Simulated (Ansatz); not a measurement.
**C$_{3}$H$_{8}$BOP (SMILES OB(P)C1CC1): density, localisation and related maps**

Input file:

```
crystal:
  periodic: [false, false, false]
  atoms:
    - {symbol: C, position_ang: [-0.598011, -0.473287, -1.261403]}
    - {symbol: C, position_ang: [-0.316508, 0.791455, -0.448184]}
    - {symbol: C, position_ang: [0.384802, 0.596713, -1.751118]}
    - {symbol: B, position_ang: [-0.098321, -1.868527, -0.782495]}
    - {symbol: O, position_ang: [-0.828616, -2.959453, -1.176200]}
    - {symbol: P, position_ang: [1.391894, -2.054618, 0.475986]}
    - {symbol: H, position_ang: [-0.472791, -3.805408, -0.851282]}
    - {symbol: H, position_ang: [2.294406, -1.146675, -0.177219]}
    - {symbol: H, position_ang: [1.971199, -3.229889, -0.122303]}
    - {symbol: H, position_ang: [-1.563773, -0.486179, -1.796601]}
    - {symbol: H, position_ang: [0.261928, 0.682330, 0.484293]}
    - {symbol: H, position_ang: [-1.120909, 1.541142, -0.388585]}
    - {symbol: H, position_ang: [0.068781, 1.202296, -2.614881]}
    - {symbol: H, position_ang: [1.459224, 0.352157, -1.743095]}
basis:
  gaussian:
    orbitals: def2-SVPD
hamiltonian:
  xc: {name: PBE0}
output:
  forces: true
  orbitals: {seedname: orbitals}
```

Run with:

```sh
ansatz run input.yaml --threads 2 --pin off --max-ram 4350MiB --events-out events.jsonl --progress --plain --runs-dir runs
```

Geometry: PBE-D3(BJ)/def2-SVP.

Theory: isolated molecule in a Gaussian basis; Kohn-Sham density functional theory, functional PBE0 in Ansatz.

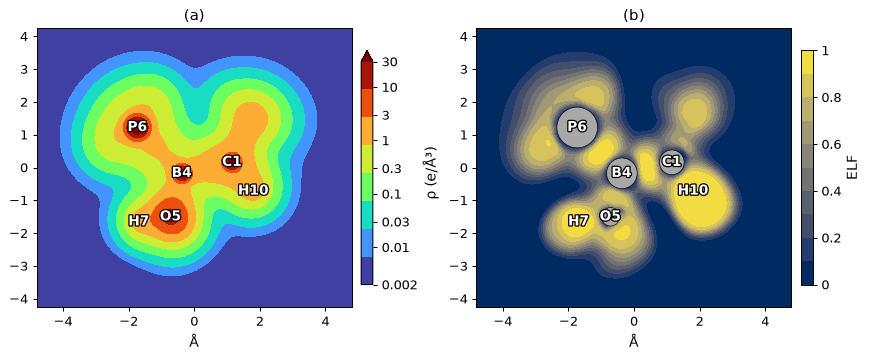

Figure 1. (a) electron density; (b) electron localisation function on the plane of atoms B4, O5 and H7. Grey discs cover the atomic cores in the ELF map.

Question: Read the bonding off the picture.

Answer: The plane passes through C, B, O, P and H nuclei.
B–O (1.37 Å): the density is about 2.1 e/Å³ at the midpoint; the ELF peaks at about 0.90 between the atoms: a polar covalent bond.
C–B (1.56 Å): the density is about 1.4 e/Å³ at the midpoint; the ELF peaks at about 1 between the atoms: a covalent bond.
B–P (1.96 Å): ρ at the midpoint is about 0.94 e/Å³; the ELF peaks at about 1 between the atoms; localised, covalent bonding.
O–H (0.97 Å): ρ at the midpoint is about 3.6 e/Å³; the ELF climbs to about 1 towards the hydrogen, as it does in any bond to H (a covalent bond by its length).
C–H (1.10 Å): the density is about 1.9 e/Å³ at the midpoint; the ELF climbs to about 1 towards the hydrogen: an ordinary covalent bond to hydrogen.
The ELF also peaks beside O5, away from the bonds: lone-pair regions.

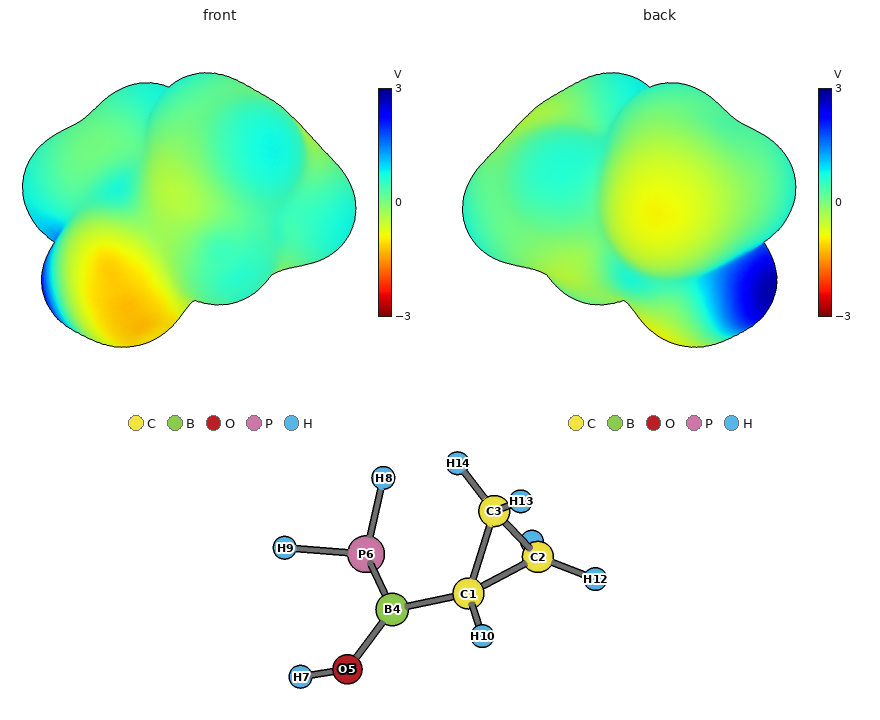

Figure 2. The molecular electrostatic potential painted on the density surface at 0.002 e/bohr³, seen from the front and from behind; the colour scale runs from red (negative) to blue (positive). The bare structure is drawn below in the same view.

Question: Where is the surface potential most negative and most positive?

Answer: The most negative region (about −1.3 V, or −30 kcal/mol for a unit charge) lies over O5, the most positive (about +2.7 V, or +62 kcal/mol for a unit charge) over H7. O5 is the likeliest acceptor of a hydrogen bond.

Question: How polar is the molecule by this calculation?

Answer: Its dipole moment is 0.65 D.

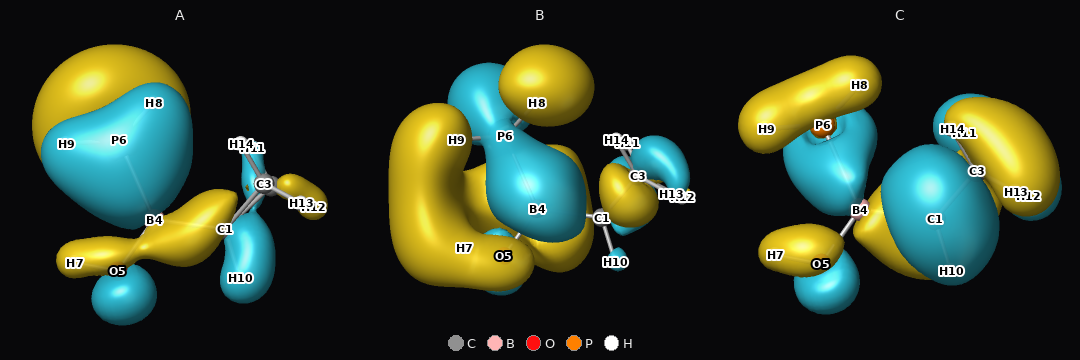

Figure 3. Three frontier orbitals at ±0.06 Å⁻³ᐟ² (yellow and cyan are the two phases), in no order.

Question: Which picture is the HOMO−1, the HOMO and the LUMO?

Answer: C is the HOMO−1 (−8.42 eV). By Hirshfeld shares it lies mainly on C1 (about 35 %), C3 (about 25 %), C2 (about 10 %), B4 (about 5 %) and P6 (about 5 %). A is the HOMO (−7.26 eV). It lies mainly on P6 (about 65 %) and B4 (about 10 %); largely a lone pair of P6. B is the LUMO (−0.30 eV). Its weight (Hirshfeld) is mainly on B4 (about 35 %), P6 (about 20 %), O5 (about 10 %), H7 (about 10 %), H9 (about 5 %) and H8 (about 5 %).

Question: What is the HOMO–LUMO gap?

Answer: 6.96 eV between the orbital energies.

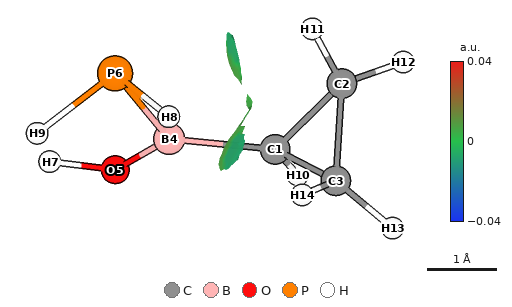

Figure 4. Non-covalent interaction (NCI) plot: the surface where the reduced density gradient is 0.4, for densities under 0.05 a.u., coloured by sign(λ₂)ρ; seen from one side.

Question: Which non-covalent interactions does the plot reveal?

Answer:
- Between H11 and C2 on one side and P6 and B4 on the other: a weak contact, attractive (blue-green) on one side and crowded (olive to red) on the other
- Between H8 on one side and H14 and C3 on the other: a weak contact, attractive (blue-green) on one side and crowded (olive to red) on the other
